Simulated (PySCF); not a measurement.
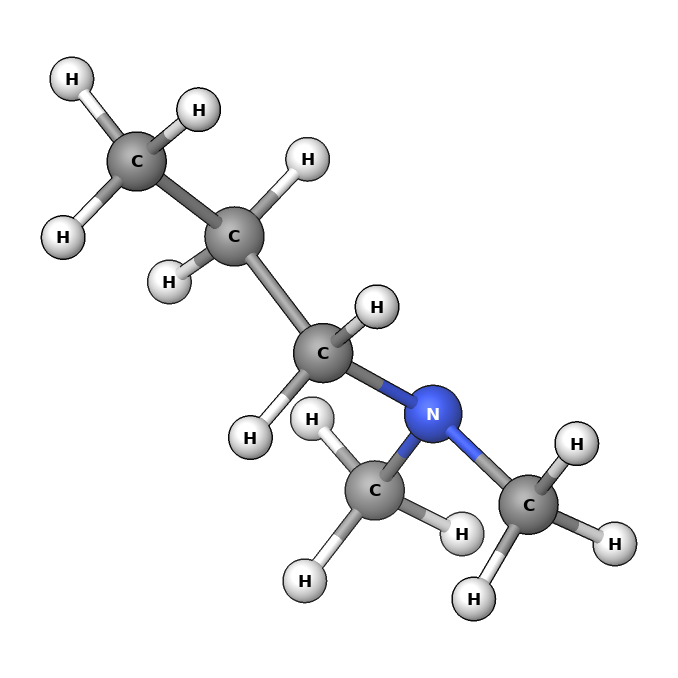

The picture shows a molecular structure as a ball-and-stick model. Every bond is drawn as one stick, whatever its order.

Computed geometry: PBE0-D3(BJ)/def2-TZVP optimisation. No frequency run is at hand to confirm it as a minimum.

Describe the molecule.

The molecule is C5H13N. SMILES: `CCCN(C)C`. It has no ring. Among its groups: tertiary amine. The point group is C1. Coordination: 5 C tetrahedral; 1 N trigonal pyramidal.

The parts below concern this one geometry. Atoms keep their numbers from picture to picture.

Geometry

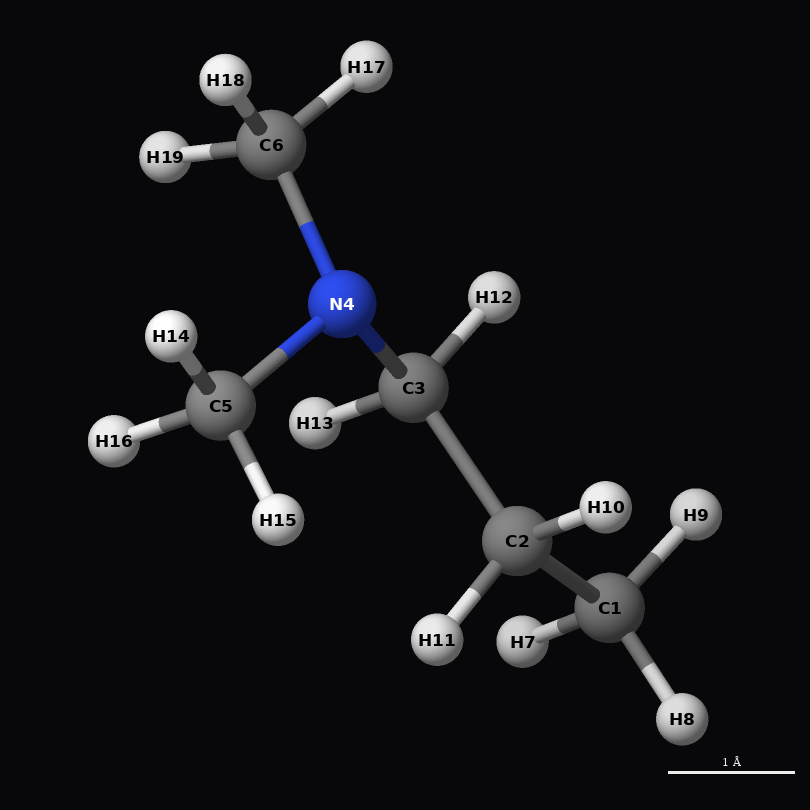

Atoms carry their numbers in the input. No frequency run is at hand to confirm it as a minimum.

List the bonds and their lengths. Leave out bonds to hydrogen.

```json
{"bond": "C1–C2", "length (Å)": "1.519", "order": "single"}
{"bond": "C2–C3", "length (Å)": "1.518", "order": "single"}
{"bond": "C3–N4", "length (Å)": "1.448", "order": "single"}
{"bond": "N4–C5", "length (Å)": "1.443", "order": "single"}
{"bond": "N4–C6", "length (Å)": "1.442", "order": "single"}
```

Levels of theory compared

No frequency run is at hand to confirm it as a minimum. Program: PySCF 2.14.0.

Tabulate HOMO energy (eV), HOMO–LUMO gap (eV), dipole (D) at these levels: B97-2/pcSseg-2; KT3/pcSseg-2; PBE0/pcSseg-2; WP04/pcSseg-2 in chloroform (IEF-PCM); ωB97X-D/pcSseg-2; ωB97X-D/pcSseg-2 in chloroform (IEF-PCM).

| level | HOMO energy (eV) | HOMO–LUMO gap (eV) | dipole (D) |
| --- | --- | --- | --- |
| B97-2/pcSseg-2 | −5.90 | 6.60 | 0.42 |
| KT3/pcSseg-2 | −4.98 | 4.79 | 0.32 |
| PBE0/pcSseg-2 | −6.15 | 6.81 | 0.43 |
| WP04/pcSseg-2 in chloroform (IEF-PCM) | −7.26 | 6.79 | 0.72 |
| ωB97X-D/pcSseg-2 | −8.01 | 10.33 | 0.48 |
| ωB97X-D/pcSseg-2 in chloroform (IEF-PCM) | −8.03 | 10.47 | 0.69 |

Quadrupole coupling

No frequency run is at hand to confirm it as a minimum. Electric field gradients from the ground-state density, PBE0/pcSseg-2 (PySCF 2.14.0), non-relativistic apart from any core potentials.

Give the largest field-gradient component, the quadrupole coupling constant and the asymmetry for 14N at N4 (Q = 20.44 mb), 2H at H7 (Q = 2.86 mb), 2H at H8 (Q = 2.86 mb).

| atom | V_zz (a.u.) | e²qQ/h (MHz) | η |
| --- | --- | --- | --- |
| N4 | −1.224 | −5.88 | 0.02 |
| H7 | 0.284 | 0.191 | 0.02 |
| H8 | 0.287 | 0.193 | 0.02 |

NMR shielding

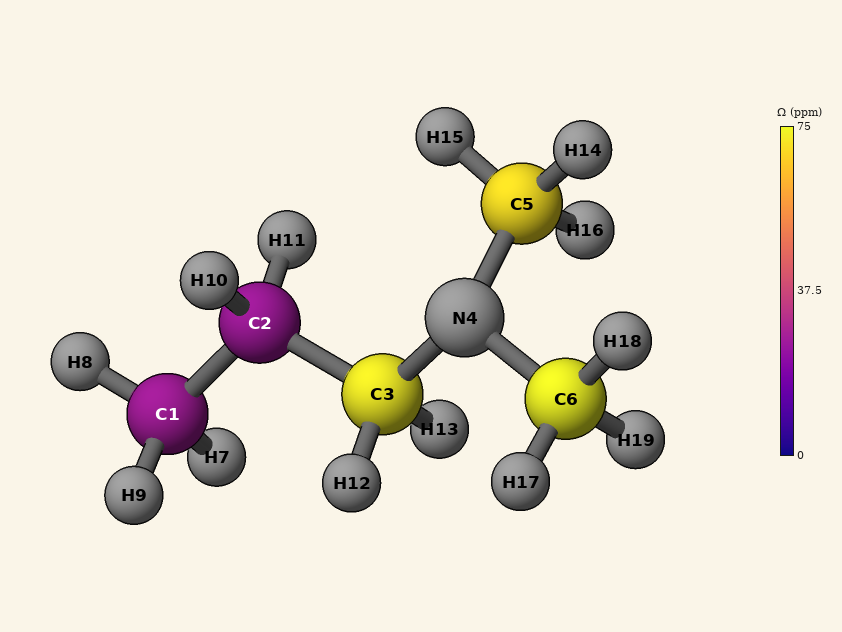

The C atoms are coloured by the span of their shielding tensor. No frequency run is at hand to confirm it as a minimum. Properties computed with GIAO WP04/pcSseg-2 NMR shielding, non-relativistic, IEF-PCM chloroform (PySCF 2.14.0). Principal shieldings σ11 ≤ σ22 ≤ σ33, span Ω = σ33 − σ11, skew κ = 3(σiso − σ22)/Ω.

Give the shielding tensors of the C atoms.

| atom | σ11 | σ22 | σ33 | σiso | Ω | κ |
| --- | --- | --- | --- | --- | --- | --- |
| C1 | 148.1 | 153.0 | 174.9 | 158.7 | 26.9 | 0.63 |
| C2 | 131.1 | 149.4 | 157.4 | 146.0 | 26.3 | −0.39 |
| C3 | 78.8 | 95.0 | 151.8 | 108.5 | 73.0 | 0.56 |
| C5 | 100.0 | 116.9 | 170.6 | 129.1 | 70.6 | 0.52 |
| C6 | 98.0 | 102.0 | 172.1 | 124.0 | 74.1 | 0.89 |

Shieldings and span in ppm.
